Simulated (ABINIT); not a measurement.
# KSrH3 (Pm-3m): from the cell to the phonon bands, part 2 of 4

How does KSrH3 (Pm-3m) vibrate, and is this structure a minimum?

ABINIT 10.8.3; DFT PBE, scalar-relativistic, plane waves, PseudoDojo norm-conserving pseudopotentials.

So far. Step 5 (Relaxing the cell and atoms): The volume changes by -0.3 % in this run and stands -12.9 % from the first cell. The relaxed cell has a = 4.780 Å (conventional setting).

The structure was built from a prototype and need not be the compound's stable phase.

### Step 8. Linear response at Γ

The derivative of the wavefunctions by k comes first, since the response to a field is built on it; then the field and the displacements that symmetry doesn't supply are solved at q = 0.

It reads the wavefunctions written in step 6.

dfpt_gamma.abi

```
ndtset 2

# common to the responses
getwfk_filepath "gso_WFK"
kptopt 2
nqpt 1
qpt 0.0 0.0 0.0
asr 0
chneut 0

# d/dk
rfelfd1 2
rfdir1 1 1 1
iscf1 -3
tolwfr1 1.0d-20

# displacements, field
rfphon2 1
rfatpol2 1 5
rfdir2 1 1 1
rfelfd2 3
getddk2 1
tolvrs2 1.0d-10
prtwf2 0

# basis, mesh and filling
ecut 33.0
ngkpt 4 4 4
nshiftk 1
shiftk 0.0 0.0 0.0
istwfk *1
occopt 1
nband 11
nstep 100
diemac 9.0
prtebands 0
prtgsr 0
useylm 1

# cell and atoms
acell 3*1.0 Angstrom
rprim 
    4.780166028 0.0 0.0
    0.0 4.780166028 0.0
    0.0 0.0 4.780166028
ntypat 3
znucl 19 38 1
natom 5
typat 1 2 3 3 3
xred 
    0.0 0.0 0.0
    0.5 0.5 0.5
    0.5 0.5 0.0
    0.5 0.0 0.5
    0.0 0.5 0.5
pp_dirpath "./pseudo"
pseudos "K.upf, Sr.upf, H.upf"
```

The run is started by

```
OMP_NUM_THREADS=1 mpirun -n 4 abinit dfpt_gamma.abi > dfpt_gamma.log
```

Numbers of over 12 decimals in the logs are rounded to 6 here.

dfpt_gamma.abo, the main output file:

```text
[banners, grids, parts of the stress and lines that vanish by symmetry left out]
- input  file    -> dfpt_gamma.abi
- output file    -> dfpt_gamma.abo
- root for input  files -> dfpt_gammai
[...]
DATASET    1 : space group Pm -3 m (#221); Bravais cP (primitive cubic)
[...]
nfft =      110592          nkpt =          36
[...]
DATASET    2 : space group Pm -3 m (#221); Bravais cP (primitive cubic)
[...]
nfft =      110592          nkpt =          36
[...]
== DATASET  1 ==================================================================
[...]
cutoff_energies: {ecut:  33.0, pawecutdg:  -1.0, }
[...]
-  1.00000   1.00000  171031                  znucl, zion, pspdat
[...]
Perturbation : derivative vs k along direction   1
[...]
-ETOT  1  -10.256046941027     -1.026E+01 3.601E-02 0.000E+00
 ETOT  2  -10.277148634452     -2.110E-02 3.001E-04 0.000E+00
 ETOT  3  -10.277287419158     -1.388E-04 4.371E-06 0.000E+00
 ETOT  4  -10.277289010544     -1.591E-06 5.602E-08 0.000E+00
 ETOT  5  -10.277289035937     -2.539E-08 1.779E-09 0.000E+00
[...]
At SCF step   12   max residual=  9.88E-21 < tolwfr=  1.00E-20 =>converged.
[...]
Perturbation : derivative vs k along direction   2
[...]
-ETOT  1  -10.255942127952     -1.026E+01 3.601E-02 0.000E+00
[...]
At SCF step   12   max residual=  9.88E-21 < tolwfr=  1.00E-20 =>converged.
[...]
Perturbation : derivative vs k along direction   3
[...]
-ETOT  1  -10.256046933161     -1.026E+01 3.601E-02 0.000E+00
[...]
At SCF step   12   max residual=  9.88E-21 < tolwfr=  1.00E-20 =>converged.
[...]
1        1       0.8929603400    0.0000000000
     1        2       0.0000000000    0.0000000000
     1        3       0.0000000000    0.0000000000
     2        1       0.0000000000    0.0000000000
     2        2       0.8929603400    0.0000000000
     2        3       0.0000000000    0.0000000000
     3        1       0.0000000000    0.0000000000
     3        2       0.0000000000    0.0000000000
     3        3       0.8929603400   -0.0000000000
[...]
== DATASET  2 ==================================================================
[...]
cutoff_energies: {ecut:  33.0, pawecutdg:  -1.0, }
[...]
Perturbation : displacement of atom   1   along direction   1
[...]
-ETOT  1   3.366150     -2.690E+03 7.533E+00 4.048E+02
[...]
At SCF step   12       vres2   =  7.76E-12 < tolvrs=  1.00E-10 =>converged.
[...]
Perturbation : displacement of atom   2   along direction   1
[...]
-ETOT  1   5.844104     -2.042E+03 1.188E+01 2.304E+03
[...]
At SCF step   12       vres2   =  4.39E-12 < tolvrs=  1.00E-10 =>converged.
[...]
Perturbation : displacement of atom   3   along direction   1
[...]
-ETOT  1  0.577430     -8.503E+01 2.633E-01 2.896E+03
[...]
At SCF step   11       vres2   =  5.04E-11 < tolvrs=  1.00E-10 =>converged.
[...]
Perturbation : displacement of atom   3   along direction   3
[...]
-ETOT  1   4.286167     -8.614E+01 2.898E-01 2.536E+03
[...]
At SCF step   11       vres2   =  6.43E-11 < tolvrs=  1.00E-10 =>converged.
[...]
Perturbation : homogeneous electric field along direction   1
[...]
-ETOT  1  -53.565426804507     -5.357E+01 1.521E+00 1.884E+04
[...]
ETOT 11  -56.659899222288     -4.135E-12 9.870E-15 7.293E-10
 ETOT 12  -56.659899222287      2.487E-13 9.829E-16 1.131E-11
 At SCF step   12       vres2   =  1.13E-11 < tolvrs=  1.00E-10 =>converged.
[...]
Dielectric tensor, in cartesian coordinates,
[...]
1    7   1    7         2.9965678629        -0.0000000000
   1    7   2    7        -0.0000000000        -0.0000000000
   1    7   3    7        -0.0000000000        -0.0000000000
   2    7   1    7        -0.0000000000        -0.0000000000
   2    7   2    7         2.9965678629        -0.0000000000
   2    7   3    7        -0.0000000000        -0.0000000000
   3    7   1    7        -0.0000000000        -0.0000000000
   3    7   2    7        -0.0000000000        -0.0000000000
   3    7   3    7         2.9965678629        -0.0000000000
  Effective charges, in cartesian coordinates,
[...]
1    1   1    7         1.1971887408         0.0000000000
   2    1   1    7         0.0000000000         0.0000000000
   3    1   1    7         0.0000000000         0.0000000000
   1    2   1    7         1.7579919778         0.0000000000
   2    2   1    7         0.0000000000         0.0000000000
[...]
Effective charges, in cartesian coordinates,
[...]
2    7   1    5         0.0000000000         0.0000000000
   3    7   1    5         0.0000000000         0.0000000000
   1    7   2    5         0.0000000000         0.0000000000
   2    7   2    5        -0.9048158753         0.0000000000
   3    7   2    5         0.0000000000         0.0000000000
   1    7   3    5         0.0000000000         0.0000000000
   2    7   3    5         0.0000000000         0.0000000000
   3    7   3    5        -0.9048158753         0.0000000000
  Phonon wavevector (reduced coordinates) :  0.00000  0.00000  0.00000
 Phonon energies in Hartree :
[...]
Phonon frequencies in cm-1    :
- -1.087200E+02 -1.087200E+02 -1.087200E+02 -9.105978E+01 -9.105978E+01
- -9.105978E+01 -1.097312E+00 -1.097312E+00 -1.097312E+00  2.644277E+02
-  2.644277E+02  2.644277E+02  1.100655E+03  1.100655E+03  1.100655E+03
  Phonon at Gamma, with non-analyticity in the
[...]
Phonon energies in Hartree :
[...]
Phonon frequencies in cm-1    :
- -1.087200E+02 -1.087200E+02 -1.087200E+02 -9.105978E+01 -9.105978E+01
- -1.099144E+00 -1.097312E+00 -1.097312E+00  8.908359E+01  2.644277E+02
-  2.644277E+02  5.422998E+02  1.100655E+03  1.100655E+03  1.193180E+03
  Phonon at Gamma, with non-analyticity in the
[...]
Phonon energies in Hartree :
[...]
Phonon frequencies in cm-1    :
- -1.087200E+02 -1.087200E+02 -1.087200E+02 -9.105978E+01 -9.105978E+01
- -1.099144E+00 -1.097312E+00 -1.097312E+00  8.908359E+01  2.644277E+02
-  2.644277E+02  5.422998E+02  1.100655E+03  1.100655E+03  1.193180E+03
  Phonon at Gamma, with non-analyticity in the
[...]
Phonon energies in Hartree :
[...]
Phonon frequencies in cm-1    :
- -1.087200E+02 -1.087200E+02 -1.087200E+02 -9.105978E+01 -9.105978E+01
- -1.099144E+00 -1.097312E+00 -1.097312E+00  8.908359E+01  2.644277E+02
-  2.644277E+02  5.422998E+02  1.100655E+03  1.100655E+03  1.193180E+03
[...]
fcart2     0.0000000000E+00  0.0000000000E+00  0.0000000000E+00
           strten2     0.0000000000E+00  0.0000000000E+00  0.0000000000E+00
================================================================================
```

Wall time 1.9 min (4 MPI ranks of Arm Neoverse V2, shared host); 7.6 min of CPU time.

Numbers from this step:

| Item | Value |
| --- | --- |
| miss of the charge sum rule | 0.005445 e |
| largest acoustic frequency at the zone centre before the sum rule | -1.1 cm⁻¹ |
| highest optical zone-centre mode (no LO-TO term) | 1101 cm⁻¹ |
| lowest optical zone-centre mode | -108.7 cm⁻¹ |
| mean high-frequency dielectric constant | 2.997 |
| largest Born charge in size (third of the trace) | 1.758 e |

Born charge (rows field, columns displacement), before the sum rule (e), principal values of the symmetric part by kind of site:

```
atom  atoms with these values    low  middle   high   mean
  K1                        1   1.20    1.20   1.20   1.20
 Sr2                        1   1.76    1.76   1.76   1.76
  H3                        3  -1.15   -0.90  -0.90  -0.99
```

In full for Sr2:

```
1.76 0.00 0.00
0.00 1.76 0.00
0.00 0.00 1.76
```

High-frequency dielectric tensor:

```
3.00 0.00 0.00
0.00 3.00 0.00
0.00 0.00 3.00
```

The acoustic modes at Γ come out as far as 1.1 cm⁻¹ from zero, where they should vanish, a small numerical error; the Born charges miss their sum rule by 0.0054 e, which is good. The lowest optical mode is imaginary, 109i cm⁻¹, an instability at this level and on this k mesh.

### Step 9. Modes with the sum rule

anaddb reads the merged derivatives, imposes the acoustic sum rule and charge neutrality, and adds the LO-TO term along chosen directions.

anaddb.abi

```
ddb_filepath "gamma_DDB"
output_file "anaddb.abo"
outdata_prefix "anaddb"
asr 1
chneut 1
enunit 2
eivec 1
nph1l 1
qph1l 0.0 0.0 0.0 1.0
dieflag 2
nph2l 3
qph2l 
    1.0 0.0 0.0 0.0
    0.0 0.0 1.0 0.0
    1.0 1.0 1.0 0.0
```

mrgddb.in

```
gamma_DDB
merged
2
dfpt_gammao_DS2_DDB
gso_DDB
```

The run is started by

```
mrgddb < mrgddb.in > mrgddb.log
OMP_NUM_THREADS=1 anaddb anaddb.abi > anaddb.log
```

anaddb.abo, the main output file:

```text
[banners, grids, parts of the stress and lines that vanish by symmetry left out]
-outvars_anaddb: echo values of input variables ----------------------

 Flags :
[...]
Dielectric Tensor and Effective Charges
[...]
Effective charge tensors after
[...]
Phonon wavevector (reduced coordinates) :  0.00000  0.00000  0.00000
 Phonon energies in Hartree :
[...]
Phonon energies in meV     :
- -1.348178E+01 -1.348178E+01 -1.348178E+01 -1.129052E+01 -1.129052E+01
- -1.129052E+01  0.000000E+00  0.000000E+00  0.000000E+00  3.278418E+01
-  3.278418E+01  3.278418E+01  1.364687E+02  1.364687E+02  1.364687E+02
 Phonon frequencies in cm-1    :
- -1.087379E+02 -1.087379E+02 -1.087379E+02 -9.106416E+01 -9.106416E+01
- -9.106416E+01  0.000000E+00  0.000000E+00  0.000000E+00  2.644222E+02
-  2.644222E+02  2.644222E+02  1.100695E+03  1.100695E+03  1.100695E+03
 Phonon frequencies in Thz     :
- -3.259879E+00 -3.259879E+00 -3.259879E+00 -2.730035E+00 -2.730035E+00
- -2.730035E+00  0.000000E+00  0.000000E+00  0.000000E+00  7.927179E+00
-  7.927179E+00  7.927179E+00  3.299799E+01  3.299799E+01  3.299799E+01
 Phonon energies in Kelvin  :
- -1.564495E+02 -1.564495E+02 -1.564495E+02 -1.310210E+02 -1.310210E+02
- -1.310210E+02  0.000000E+00  0.000000E+00  0.000000E+00  3.804446E+02
-  3.804446E+02  3.804446E+02  1.583654E+03  1.583654E+03  1.583654E+03
[...]
-  1  0.00000000E+00  0.00000000E+00  0.00000000E+00
-     0.00000000E+00  0.00000000E+00  0.00000000E+00
-  2  0.00000000E+00  0.00000000E+00  0.00000000E+00
-     0.00000000E+00  0.00000000E+00  0.00000000E+00
-  3  0.00000000E+00 -9.19336290E-07  0.00000000E+00
-     0.00000000E+00  0.00000000E+00  0.00000000E+00
-  4  0.00000000E+00  0.00000000E+00  1.64963404E-02
-     0.00000000E+00  0.00000000E+00  0.00000000E+00
-  5  0.00000000E+00  9.19336290E-07 -1.64963404E-02
-     0.00000000E+00  0.00000000E+00  0.00000000E+00
[...]
-  1  0.00000000E+00  0.00000000E+00  0.00000000E+00
-     0.00000000E+00  0.00000000E+00  0.00000000E+00
-  2  0.00000000E+00  0.00000000E+00  0.00000000E+00
-     0.00000000E+00  0.00000000E+00  0.00000000E+00
-  3  8.44468811E-07 -1.64963404E-02  0.00000000E+00
-     0.00000000E+00  0.00000000E+00  0.00000000E+00
-  4 -8.44468811E-07  0.00000000E+00 -9.19336395E-07
-     0.00000000E+00  0.00000000E+00  0.00000000E+00
-  5  0.00000000E+00  1.64963404E-02  9.19336395E-07
-     0.00000000E+00  0.00000000E+00  0.00000000E+00
[...]
-  1  0.00000000E+00  0.00000000E+00  0.00000000E+00
-     0.00000000E+00  0.00000000E+00  0.00000000E+00
-  2  0.00000000E+00  0.00000000E+00  0.00000000E+00
-     0.00000000E+00  0.00000000E+00  0.00000000E+00
-  3  1.64963404E-02  8.44468925E-07  0.00000000E+00
-     0.00000000E+00  0.00000000E+00  0.00000000E+00
-  4 -1.64963404E-02  0.00000000E+00  0.00000000E+00
-     0.00000000E+00  0.00000000E+00  0.00000000E+00
[...]
Phonon at Gamma, with non-analyticity in the
[...]
Phonon energies in Hartree :
[...]
Phonon energies in meV     :
- -1.348178E+01 -1.348178E+01 -1.348178E+01 -1.129052E+01 -1.129052E+01
-  0.000000E+00  0.000000E+00  0.000000E+00  1.104434E+01  3.278418E+01
[...]
Phonon frequencies in cm-1    :
[...]
Phonon frequencies in Thz     :
[...]
Phonon energies in Kelvin  :
[...]
-  0.000000E+00  0.000000E+00  0.000000E+00  1.281642E+02  3.804446E+02
-  3.804446E+02  7.796369E+02  1.583654E+03  1.583654E+03  1.716479E+03
[...]
-  5  0.00000000E+00  1.28124386E-06  0.00000000E+00
-     0.00000000E+00  0.00000000E+00  0.00000000E+00
[...]
-  1  0.00000000E+00  1.10897970E-07 -2.91515618E-03
-     0.00000000E+00  0.00000000E+00  0.00000000E+00
-  2  0.00000000E+00  0.00000000E+00  1.11680364E-03
-     0.00000000E+00  0.00000000E+00  0.00000000E+00
-  3  0.00000000E+00 -2.73836158E-07  1.59981937E-03
-     0.00000000E+00  0.00000000E+00  0.00000000E+00
-  4  0.00000000E+00  0.00000000E+00  7.19828474E-03
-     0.00000000E+00  0.00000000E+00  0.00000000E+00
-  5  0.00000000E+00 -2.73836158E-07  7.19828474E-03
-     0.00000000E+00  0.00000000E+00  0.00000000E+00
[...]
Phonon at Gamma, with non-analyticity in the
[...]
Phonon energies in Hartree :
[...]
Phonon energies in meV     :
- -1.348178E+01 -1.348178E+01 -1.348178E+01 -1.129052E+01 -1.129052E+01
-  0.000000E+00  0.000000E+00  0.000000E+00  1.104434E+01  3.278418E+01
-  3.278418E+01  6.718391E+01  1.364687E+02  1.364687E+02  1.479147E+02
 Phonon frequencies in cm-1    :
- -1.087379E+02 -1.087379E+02 -1.087379E+02 -9.106416E+01 -9.106416E+01
[...]
Phonon frequencies in Thz     :
[...]
Phonon energies in Kelvin  :
[...]
Phonon at Gamma, with non-analyticity in the
[...]
Phonon energies in Hartree :
[...]
Phonon energies in meV     :
[...]
Phonon frequencies in cm-1    :
[...]
Phonon frequencies in Thz     :
[...]
Phonon energies in Kelvin  :
[...]
-  0.000000E+00  0.000000E+00  0.000000E+00  1.281642E+02  3.804446E+02
-  3.804446E+02  7.796369E+02  1.583654E+03  1.583654E+03  1.716479E+03
[...]
-  4  1.01573639E-03  1.28667990E-02 -3.06936179E-04
-     0.00000000E+00  0.00000000E+00  0.00000000E+00
-  5 -1.84385893E-02 -7.08800206E-04 -3.06936179E-04
-     0.00000000E+00  0.00000000E+00  0.00000000E+00
[...]
;  5 -1.32949484E-02 -1.12718952E-03 -1.12718952E-03
;     0.00000000E+00  0.00000000E+00  0.00000000E+00
-
```

Run time: 0.5 s. Hardware: 1 thread.

This step gave:

| Item | Value |
| --- | --- |
| highest mode moved by the LO-TO term | 1193 cm⁻¹ |

No LO-TO term; unit eigenvectors of the mass-weighted matrix, from anaddb's displacements. Modes at Γ, with each element's share of the kinetic energy (negative means imaginary):

```
mode  frequency (cm⁻¹)  symmetry  K %  Sr %  H %
   1            -108.7       T2u    0     0  100
   2            -108.7       T2u    0     0  100
   3            -108.7       T2u    0     0  100
   4             -91.1       T1u   61    20   20
   5             -91.1       T1u   61    20   20
   6             -91.1       T1u   61    20   20
   7               0.0  acoustic   30    68    2
   8               0.0  acoustic   30    68    2
   9               0.0  acoustic   30    68    2
  10             264.4       T1u    9    12   79
  11             264.4       T1u    9    12   79
  12             264.4       T1u    9    12   79
  13            1100.7       T1u    0     1   99
  14            1100.7       T1u    0     1   99
  15            1100.7       T1u    0     1   99
```

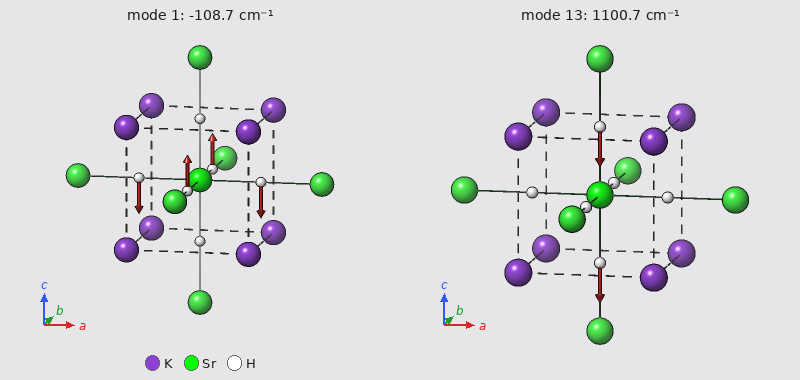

Displacement patterns of modes 1 and 13 at Γ; arrows are exaggerated. Some periodic images of atoms are drawn too.

With imaginary modes the relaxed-ion tensors have no meaning and are not tabulated.

The rule moves no optical mode by more than 0.1 cm⁻¹.

(Continued in part 3 of 4.)

[Host names and launcher messages were left out of these logs when they were recorded.]

[Logs are printed without paths, hosts, clocks, repeated set-up lines and the standing remarks that a program may print on its own settings, such as how far it seeks lower states.]

[Hosts, paths, dates, database ids (printed as entryN), source tags and the programs' standing remarks are cut or masked in the printed files.]
